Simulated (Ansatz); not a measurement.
Geometry relaxation of C$_{2}$H$_{5}$Si (charge +1)

The run: geometry relaxation of C$_{2}$H$_{5}$Si, charge +1. Method and program: RKS PBE-D4/6-31G (Ansatz 0.2.0).

It belongs to a series of runs on one base structure; here: end point B relaxed.

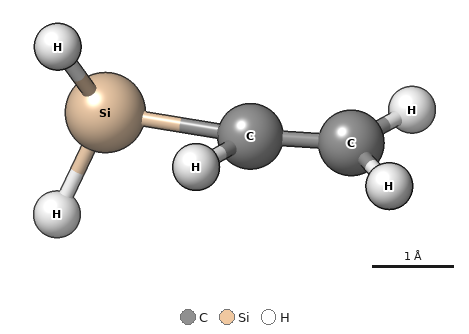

The starting structure (ball-and-stick view, seen at an oblique angle).

The input:
```yaml
crystal:
  periodic: [false, false, false]
  atoms:
    - { symbol: C, position_ang: [-0.75416, 0.80855, -1.22442] }
    - { symbol: C, position_ang: [-0.05463, 0.31437, -0.29942] }
    - { symbol: Si, position_ang: [0.73562, -0.67249, 1.0899] }
    - { symbol: H, position_ang: [-1.71278, 0.4755, -1.61487] }
    - { symbol: H, position_ang: [-0.42459, 1.70331, -1.75416] }
    - { symbol: H, position_ang: [0.79664, 0.15822, 2.28042] }
    - { symbol: H, position_ang: [1.93331, -1.31622, 0.57789] }
    - { symbol: H, position_ang: [0.85985, 0.77306, 0.07664] }
total_charge: 1
basis:
  gaussian: { orbitals: "6-31G" }
hamiltonian:
  xc: pbe
  dispersion: d4
relax:
  f_tol: 0.02
  max_steps: 50
output:
  orbitals: {}
```

Machine: 1 thread of Arm Neoverse V1, 24 GiB of memory available, shared host.

Run as:
```bash
ansatz run input.yaml --threads 1 --pin off --max-ram 2048MiB --backend cpu --events-out ev --progress --plain --runs-dir out
```

Output:
```
The last accepted step is kept in [file] (removed where the run ends without a failure and the disk answers)
Engine: ansatz 0.2.0, aarch64-unknown-linux-gnu
Functional definition: PBE
  parameter kappa = 0.804
  parameter beta = 0.06672455060314922
  exchange = pbe_x(kappa = kappa, mu = beta*pi^2/3)
  correlation = pbe_c(beta = beta)
589 factors; integrals over basis functions are off by at most 1.9e-4 eV
mean field evaluation 1: about -9997.5615 eV, gradient 7.2e1 eV
mean field evaluation 2: about -9911.1899 eV, gradient 1.5e2 eV
mean field evaluation 4: about -10011.3289 eV, gradient 2.1e1 eV
mean field evaluation 8: about -10013.2313 eV, gradient 2.9e-1 eV
mean field evaluation 16: about -10013.2228 eV, gradient 3.9e-5 eV
mean field -10013.22279128 eV, -367.9791503734 hartree, gradient 3.9e-5 eV, S^2 0.000000; 0 other end points of the search recorded, 0 dependent functions left out
the calculation of the forces begins
reference -10013.22282233 eV, -367.9791515143 hartree; 15, 15 occupied and 26, 26 virtual orbitals, 589 factors
relax step   1: F+E_penalty+E_count = -10013.32530974 eV  Δ(F+E_penalty+E_count) = +0.000e0 eV  max|allowed force component| = 3.759e0 eV/Å  Δτ_max = 0.0000 Å  (24 SCF iters, accepted)
these checks for a lower state are left out or cut short: starts, cluster_reference, orbital_swaps, neighbouring_geometries, increment
589 factors; integrals over basis functions are off by at most 2.0e-4 eV
mean field -10013.84183963 eV, -368.0018999806 hartree, gradient 2.0e-5 eV, S^2 0.000000; 0 other end points of the search recorded, 0 dependent functions left out
[... from here on the field's lines of each further geometry are left out, up to the last ...]
relax step   2: F+E_penalty+E_count = -10013.94923946 eV  Δ(F+E_penalty+E_count) = -6.239e-1 eV  max|allowed force component| = 1.493e0 eV/Å  Δτ_max = 0.1918 Å  (27 SCF iters, accepted)
relax step   3: F+E_penalty+E_count = -10014.21505281 eV  Δ(F+E_penalty+E_count) = -2.658e-1 eV  max|allowed force component| = 7.550e-1 eV/Å  Δτ_max = 0.1947 Å  (27 SCF iters, accepted)
relax step   4: F+E_penalty+E_count = -10014.31656870 eV  Δ(F+E_penalty+E_count) = -1.015e-1 eV  max|allowed force component| = 1.328e0 eV/Å  Δτ_max = 0.1975 Å  (27 SCF iters, accepted)
relax step   5: F+E_penalty+E_count = -10014.40335275 eV  Δ(F+E_penalty+E_count) = -8.678e-2 eV  max|allowed force component| = 1.826e0 eV/Å  Δτ_max = 0.1967 Å  (27 SCF iters, accepted)
relax step   6: F+E_penalty+E_count = -10014.60660048 eV  Δ(F+E_penalty+E_count) = -2.032e-1 eV  max|allowed force component| = 1.216e0 eV/Å  Δτ_max = 0.1995 Å  (26 SCF iters, accepted)
relax step   7: F+E_penalty+E_count = -10014.79953599 eV  Δ(F+E_penalty+E_count) = -1.929e-1 eV  max|allowed force component| = 3.896e-1 eV/Å  Δτ_max = 0.1954 Å  (26 SCF iters, accepted)
relax step   8: F+E_penalty+E_count = -10014.93082993 eV  Δ(F+E_penalty+E_count) = -1.313e-1 eV  max|allowed force component| = 2.946e-1 eV/Å  Δτ_max = 0.1986 Å  (27 SCF iters, accepted)
relax step   9: F+E_penalty+E_count = -10015.04302370 eV  Δ(F+E_penalty+E_count) = -1.122e-1 eV  max|allowed force component| = 3.052e-1 eV/Å  Δτ_max = 0.1996 Å  (25 SCF iters, accepted)
relax step  10: F+E_penalty+E_count = -10015.13927035 eV  Δ(F+E_penalty+E_count) = -9.625e-2 eV  max|allowed force component| = 1.833e-1 eV/Å  Δτ_max = 0.2000 Å  (25 SCF iters, accepted)
relax step  11: F+E_penalty+E_count = -10015.19566063 eV  Δ(F+E_penalty+E_count) = -5.639e-2 eV  max|allowed force component| = 1.227e-1 eV/Å  Δτ_max = 0.2000 Å  (25 SCF iters, accepted)
relax step  12: F+E_penalty+E_count = -10015.16857988 eV  Δ(F+E_penalty+E_count) = +2.708e-2 eV  max|allowed force component| = 7.946e-1 eV/Å  Δτ_max = 0.1972 Å  (25 SCF iters, rejected (line search))
relax step  13: F+E_penalty+E_count = -10015.20971181 eV  Δ(F+E_penalty+E_count) = -1.405e-2 eV  max|allowed force component| = 3.527e-2 eV/Å  Δτ_max = 0.0986 Å  (21 SCF iters, accepted)
the calculation of the forces begins
reference -10015.09880655 eV, -368.0480926629 hartree; 15, 15 occupied and 26, 26 virtual orbitals, 589 factors
relax step  14: F+E_penalty+E_count = -10015.21140717 eV  Δ(F+E_penalty+E_count) = -1.695e-3 eV  max|allowed force component| = 7.159e-3 eV/Å  Δτ_max = 0.0393 Å  (22 SCF iters, accepted)
```

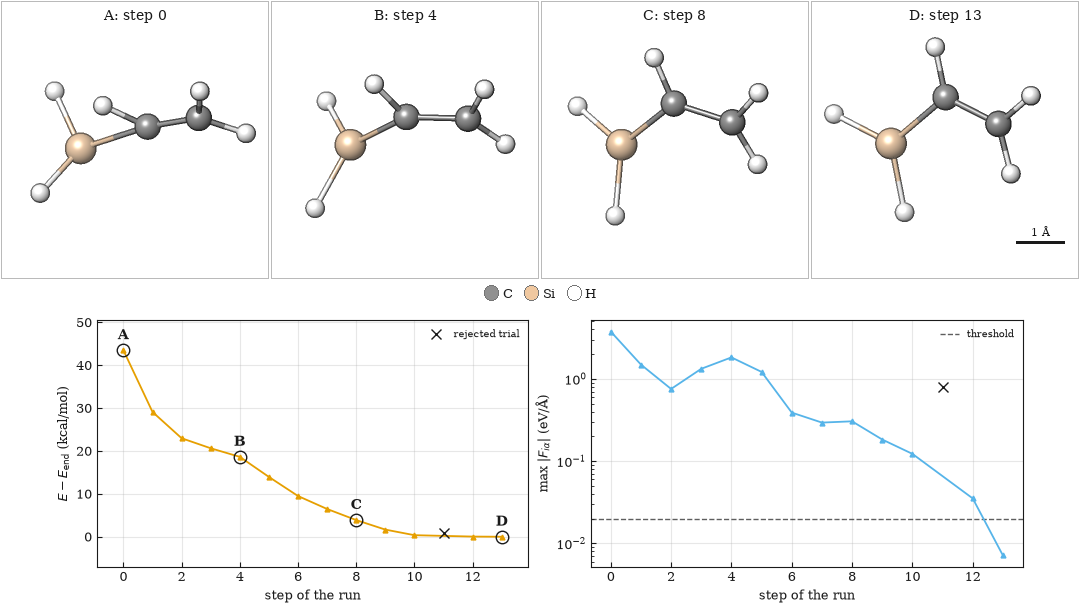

Frames of the relaxation (ball-and-stick view, seen at a tilt) above the curves, on which the letters mark them (the first geometry is step 0 here and step 1 in the log).

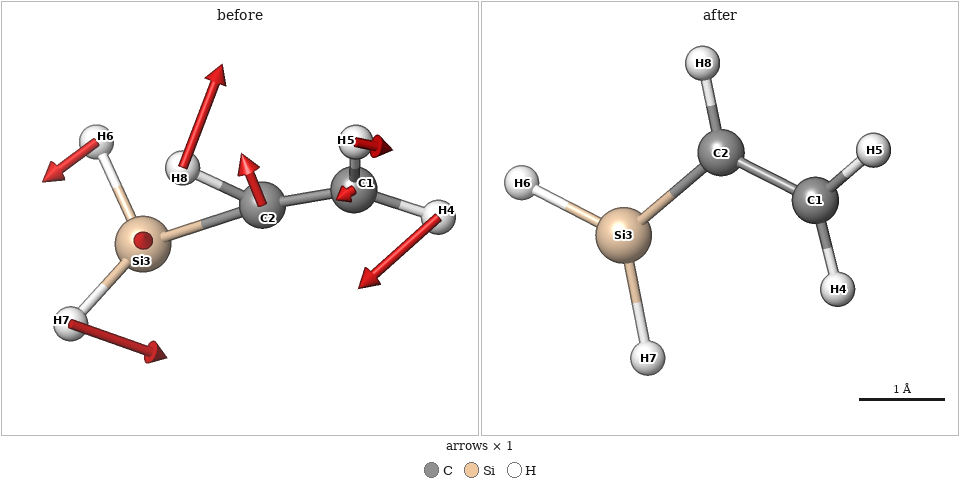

Before (left) and after (right) the relaxation, at one scale (ball-and-stick view, seen at a tilt). The red arrows give the displacements, at true length. The energy falls by 43.5 kcal/mol in 13 geometry steps. The largest force component goes from 3.8 to 0.0072 eV/Å. The line search rejected the trial step at point 11 (counted from 0) and went back. The largest move after the best rigid fit is that of H7, 1.38 Å. By element the largest moves are H 1.38 Å, C 0.69 Å, Si 0.28 Å. Among the contacts that change: C1–C2 1.261 → 1.372 Å, C2–Si3 1.878 → 1.831 Å, Si3–H6 1.453 → 1.499 Å, C1–H4 1.087 → 1.097 Å. Among the angles that change: Si3–C2–H8 67.2° → 118.3°, C1–C2–Si3 169.1° → 121.3°, C2–Si3–H6 108.9° → 121.3°. (Atoms are counted from 1 in the order of the input.)

```
589 factors; integrals over basis functions are off by at most 2.1e-4 eV
mean field -10015.09877598 eV, -368.0480915396 hartree, gradient 6.6e-5 eV, S^2 0.000000; 1 other end points of the search recorded, 0 dependent functions left out
the calculation of the forces begins
reference -10015.09880655 eV, -368.0480926629 hartree; 15, 15 occupied and 26, 26 virtual orbitals, 589 factors
Total energy: -10015.21143773 eV, -368.0522317825 hartree
Atom 0 at    -0.498879     0.683985    -1.248425 Å, force     0.001853    -0.001606     0.007159 eV/Å
Atom 1 at     0.229396     0.921638    -0.109844 Å, force    -0.005203     0.002651    -0.002533 eV/Å
Atom 2 at     0.780590    -0.450356     0.970769 Å, force    -0.002966     0.004703    -0.002648 eV/Å
Atom 3 at    -0.786949    -0.321976    -1.576600 Å, force     0.003714    -0.000941    -0.002354 eV/Å
Atom 4 at    -0.829958     1.511470    -1.886655 Å, force     0.000963    -0.002014    -0.001991 eV/Å
Atom 5 at     1.556904    -0.188139     2.226313 Å, force     0.004650    -0.004538    -0.001747 eV/Å
Atom 6 at     0.437145    -1.858776     0.580028 Å, force    -0.002597     0.001328     0.001981 eV/Å
Atom 7 at     0.491011     1.946453     0.176395 Å, force    -0.000414     0.000415     0.002134 eV/Å
Dipole moment:     0.052279    -0.157461     0.108107 e Å
```

Trajectory as extended XYZ (Å, eV, eV/Å), 14 frames, from step=1 to step=14:
```
8
Properties=species:S:1:pos:R:3:forces:R:3 step=1 energy=-10013.32531
C    -0.7542    0.8085   -1.2244   -2.3178   1.8527  -3.2808
C    -0.0546    0.3144   -0.2994    1.1565  -3.3501   3.7585
Si    0.7356   -0.6725    1.0899   -1.4753  -0.1544  -1.1222
H    -1.7128    0.4755   -1.6149   -0.2877  -0.5289   0.1857
H    -0.4246    1.7033   -1.7542    0.2052   0.3517  -0.1419
H     0.7966    0.1582    2.2804   -0.0292   0.2754   1.0372
H     1.9333   -1.3162    0.5779    0.7788  -0.7423  -0.1060
H     0.8599    0.7731    0.0766    1.9694   2.2958  -0.3304
8
Properties=species:S:1:pos:R:3:forces:R:3 step=2 energy=-10013.94924
C    -0.7806    0.8302   -1.2478   -0.6872   0.5660  -1.1015
C    -0.0167    0.3846   -0.2810    0.8619  -1.1911   1.4930
Si    0.7545   -0.6341    1.0612   -0.7296   0.0867  -0.4849
H    -1.7332    0.4045   -1.5918    0.0965  -0.2772   0.3388
H    -0.4898    1.7217   -1.8248    0.0376  -0.0034   0.0973
H     0.7550    0.0623    2.3911   -0.0286  -0.1615   0.1485
H     1.9369   -1.4466    0.6261    0.0041  -0.2117   0.0760
H     0.9532    0.9217   -0.0009    0.4453   1.1922  -0.5673
8
Properties=species:S:1:pos:R:3:forces:R:3 step=3 energy=-10014.21505
C    -0.7652    0.8177   -1.2652   -0.2961   0.1307   0.0632
C     0.0505    0.4241   -0.2822    0.7550   0.5476  -0.0139
Si    0.7373   -0.6098    1.0353    0.0564  -0.1950   0.0987
H    -1.7240    0.3339   -1.5218    0.3357  -0.0943   0.1729
H    -0.5348    1.7318   -1.8382   -0.0314  -0.2234   0.0358
H     0.7208   -0.0203    2.4286   -0.0879  -0.1768  -0.0700
H     1.8877   -1.5211    0.6624   -0.2203  -0.0770   0.0960
H     1.0068    1.0880   -0.0869   -0.5115   0.0882  -0.3827
8
Properties=species:S:1:pos:R:3:forces:R:3 step=4 energy=-10014.31657
C    -0.7909    0.8637   -1.2092    0.2730  -0.8370  -0.5763
C     0.1190    0.5171   -0.2753    0.8274   1.3277  -0.2523
Si    0.7922   -0.5610    1.0096   -0.2223  -0.5557   0.4196
H    -1.6703    0.2292   -1.4640    0.3497   0.4259   0.3767
H    -0.5703    1.6966   -1.9078   -0.3300  -0.1292   0.4749
H     0.6634   -0.1211    2.4614    0.0888  -0.0779  -0.2616
H     1.8097   -1.6482    0.6835   -0.2259   0.2215   0.0343
H     1.0265    1.2679   -0.1661   -0.7607  -0.3753  -0.2154
8
Properties=species:S:1:pos:R:3:forces:R:3 step=5 energy=-10014.40335
C    -0.7175    0.8083   -1.2574   -0.5526   0.0914   0.0850
C     0.2422    0.5880   -0.3135    0.7661   1.8264  -0.7351
Si    0.8016   -0.5400    1.0005    0.0612  -0.8226   0.3510
H    -1.6162    0.1294   -1.3690    0.9433   0.6550  -0.0141
H    -0.7022    1.7614   -1.8857    0.0241  -1.2886   0.6694
H     0.6142   -0.1840    2.4804    0.1229   0.0306  -0.4498
H     1.7026   -1.7632    0.7249   -0.3773   0.4446   0.0588
H     1.0546    1.4444   -0.2482   -0.9876  -0.9368   0.0348
8
Properties=species:S:1:pos:R:3:forces:R:3 step=6 energy=-10014.60660
C    -0.6819    0.7827   -1.2521   -0.5996   0.0782  -0.2490
C     0.2614    0.6612   -0.2833    0.7948   1.2165  -0.2167
Si    0.7894   -0.5369    0.9920    0.0542  -0.5405   0.2043
H    -1.5166    0.0463   -1.3829    0.6761   0.5155  -0.0234
H    -0.7103    1.7100   -1.8912    0.0087  -0.8973   0.4778
H     0.7236   -0.1370    2.4607    0.1520  -0.0049  -0.3114
H     1.5296   -1.8326    0.6536   -0.3241   0.2502   0.0992
H     0.9841    1.5506   -0.1649   -0.7620  -0.6177   0.0192
8
Properties=species:S:1:pos:R:3:forces:R:3 step=7 energy=-10014.79954
C    -0.6448    0.7602   -1.2551   -0.2669   0.0388  -0.0906
C     0.2890    0.7380   -0.2680    0.3868   0.2654   0.2562
Si    0.7886   -0.5391    0.9679    0.0380  -0.1362   0.1150
H    -1.4170   -0.0126   -1.4046    0.3896   0.0269  -0.0765
H    -0.7235    1.6522   -1.8936   -0.0722  -0.1251   0.0693
H     0.8568   -0.1113    2.4190    0.1514  -0.0059  -0.1804
H     1.3524   -1.9133    0.6377   -0.3207   0.1856  -0.0086
H     0.8779    1.6702   -0.0711   -0.3060  -0.2496  -0.0844
8
Properties=species:S:1:pos:R:3:forces:R:3 step=8 energy=-10014.93083
C    -0.6188    0.7438   -1.2537    0.0439  -0.0799   0.0705
C     0.2973    0.7874   -0.2415    0.0666  -0.2213   0.2261
Si    0.7877   -0.5250    0.9724    0.0381   0.0042  -0.0758
H    -1.2889   -0.1000   -1.4706    0.2745  -0.0136   0.0168
H    -0.7630    1.6367   -1.8655   -0.1092   0.0940  -0.0994
H     0.9950   -0.0847    2.4041    0.1251  -0.0533  -0.1664
H     1.1604   -1.9526    0.6051   -0.2946   0.2113   0.0455
H     0.8094    1.7387   -0.0183   -0.1445   0.0587  -0.0174
8
Properties=species:S:1:pos:R:3:forces:R:3 step=9 energy=-10015.04302
C    -0.5840    0.7257   -1.2591   -0.0467  -0.1010   0.0312
C     0.2887    0.8324   -0.2105    0.0826  -0.0028   0.2345
Si    0.7802   -0.4914    0.9675    0.1061  -0.2487   0.0722
H    -1.1657   -0.1759   -1.5088    0.3052   0.0542   0.0521
H    -0.7924    1.6022   -1.8771   -0.0602   0.1098  -0.0718
H     1.1525   -0.1081    2.3787    0.0667   0.0237  -0.1583
H     0.9619   -1.9461    0.5858   -0.2390   0.1787   0.0072
H     0.7380    1.8054    0.0554   -0.2147  -0.0140  -0.1670
8
Properties=species:S:1:pos:R:3:forces:R:3 step=10 energy=-10015.13927
C    -0.5521    0.7112   -1.2578   -0.0585  -0.0608  -0.0223
C     0.2745    0.8637   -0.1766    0.0727  -0.0168   0.1576
Si    0.7804   -0.4806    0.9660    0.1031  -0.1343   0.0757
H    -1.0198   -0.2403   -1.5518    0.1833   0.0784   0.0311
H    -0.8199    1.5848   -1.8620   -0.0425  -0.0028  -0.0498
H     1.3020   -0.1114    2.3309    0.0279  -0.0206  -0.1318
H     0.7619   -1.9417    0.5839   -0.1612   0.1480   0.0071
H     0.6521    1.8586    0.0994   -0.1247   0.0090  -0.0677
8
Properties=species:S:1:pos:R:3:forces:R:3 step=11 energy=-10015.19566
C    -0.5223    0.6964   -1.2514    0.0596  -0.0107   0.0564
C     0.2568    0.9022   -0.1394   -0.0250  -0.1227  -0.0468
Si    0.7966   -0.4656    0.9576   -0.0830  -0.0207   0.0626
H    -0.8793   -0.2923   -1.5685    0.0770   0.0355   0.0053
H    -0.8372    1.5446   -1.8697   -0.0419  -0.0065  -0.0117
H     1.4383   -0.1508    2.2767    0.0700  -0.0107  -0.0393
H     0.5651   -1.9065    0.5848   -0.0371   0.1013  -0.0270
H     0.5613    1.9163    0.1418   -0.0195   0.0344   0.0006
8
Properties=species:S:1:pos:R:3:forces:R:3 step=12 energy=-10015.16858 accepted=F
C    -0.4854    0.6805   -1.2584   -0.0745  -0.0191   0.2409
C     0.2250    0.9241   -0.1037   -0.2146   0.0196  -0.1141
Si    0.7104   -0.4463    1.0104    0.7946   0.0195   0.0415
H    -0.7537   -0.3319   -1.5967   -0.0024   0.1225   0.0641
H    -0.8456    1.5093   -1.8805    0.1591  -0.0366  -0.0857
H     1.6214   -0.1872    2.2130   -0.4645  -0.0985  -0.2802
H     0.4192   -1.8554    0.5665   -0.1210   0.0554   0.1275
H     0.4879    1.9512    0.1813   -0.0768  -0.0629   0.0061
8
Properties=species:S:1:pos:R:3:forces:R:3 step=13 energy=-10015.20971
C    -0.5058    0.6879   -1.2494    0.0208  -0.0063   0.0194
C     0.2384    0.9161   -0.1190   -0.0045  -0.0353  -0.0014
Si    0.7843   -0.4555    0.9673   -0.0127   0.0139   0.0150
H    -0.8104   -0.3140   -1.5754    0.0135   0.0029  -0.0050
H    -0.8355    1.5213   -1.8802   -0.0084  -0.0030  -0.0073
H     1.5234   -0.1755    2.2426    0.0128  -0.0139  -0.0246
H     0.4721   -1.8738    0.5802   -0.0130   0.0324  -0.0022
H     0.5128    1.9378    0.1659   -0.0084   0.0092   0.0060
8
Properties=species:S:1:pos:R:3:forces:R:3 step=14 energy=-10015.21141
C    -0.4989    0.6840   -1.2484    0.0019  -0.0016   0.0072
C     0.2294    0.9216   -0.1098   -0.0052   0.0027  -0.0025
Si    0.7806   -0.4504    0.9708   -0.0030   0.0047  -0.0026
H    -0.7869   -0.3220   -1.5766    0.0037  -0.0009  -0.0024
H    -0.8300    1.5115   -1.8867    0.0010  -0.0020  -0.0020
H     1.5569   -0.1881    2.2263    0.0046  -0.0045  -0.0017
H     0.4371   -1.8588    0.5800   -0.0026   0.0013   0.0020
H     0.4910    1.9465    0.1764   -0.0004   0.0004   0.0021
```

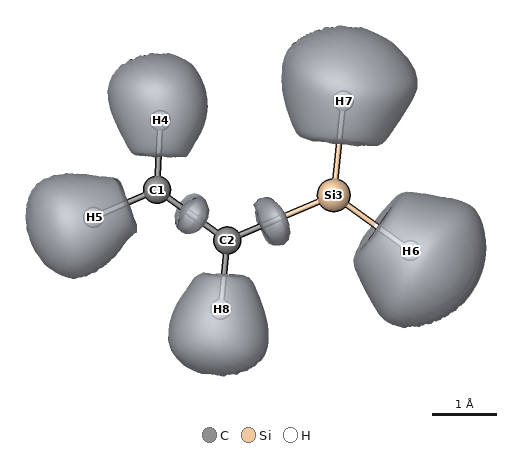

Isosurface of the electron localisation function at 0.85 (grey), seen at a tilt. Core shells and regions of very low density are left out. Profiles from the grid: C–C (1.37 Å): the ELF peaks at about 0.95 between the atoms (a covalent bond). C–Si (1.83 Å): the ELF peaks at about 0.95 between the atoms, which marks localised, shared-pair bonding.

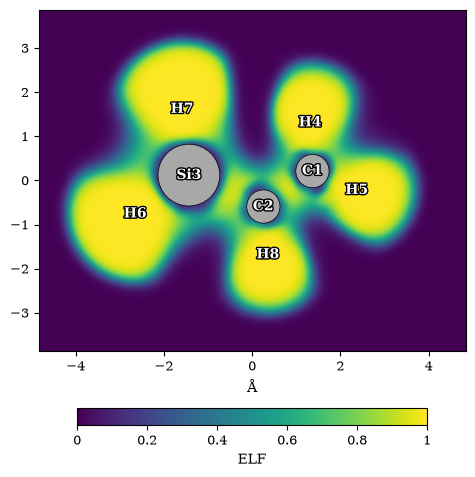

Electron localisation function on the molecular plane. Grey discs, where drawn, cover atomic cores. The plane passes through C, Si and H nuclei. C–Si (1.83 Å): the ELF peaks at about 0.95 between the atoms (a covalent bond). C–H (1.10 Å): the ELF climbs to about 1 towards the hydrogen, as it does in any bond to H; a covalent bond by its length. Si–H (1.50 Å): the ELF climbs to about 1 towards the hydrogen.

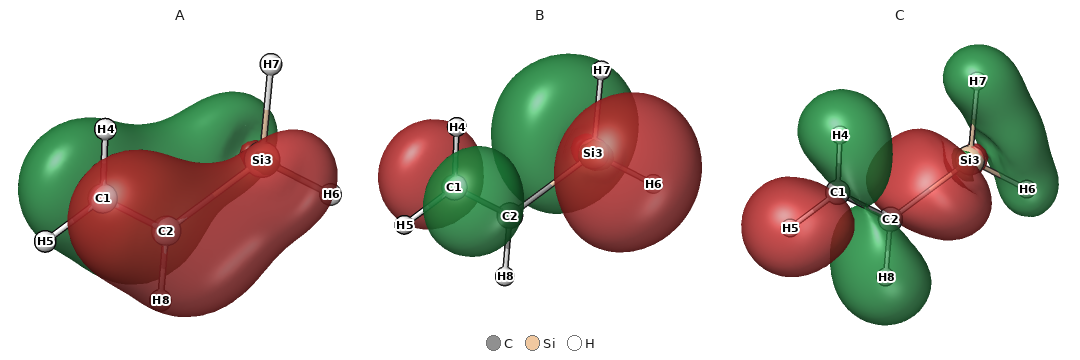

Three frontier orbitals at ±0.1 Å⁻³ᐟ² (green and red are the two phases). C is the HOMO−1 (−14.03 eV). Its weight (Hirshfeld) is mainly on C2 (25 %), Si3 (20 %), C1 (20 %), H5 (10 %) and H8 (10 %); it is symmetric in the molecular plane (σ or in-plane lone-pair type). A is the HOMO (−13.25 eV). B is the LUMO (−9.95 eV). By Hirshfeld shares it lies mainly on Si3 (60 %) and C1 (20 %); it changes sign across the molecular plane (π type). The HOMO–LUMO gap is 3.30 eV between the orbital energies.

Summary:

| quantity | value |
| --- | --- |
| outcome | converged |
| total energy | −10015.2114 eV |
| mean-field energy | −10015.0988 eV |
| largest force (length of the vector) at the end | 0.008 eV/Å |
| wall time | 23 s |
| peak memory | 0.1 GiB |
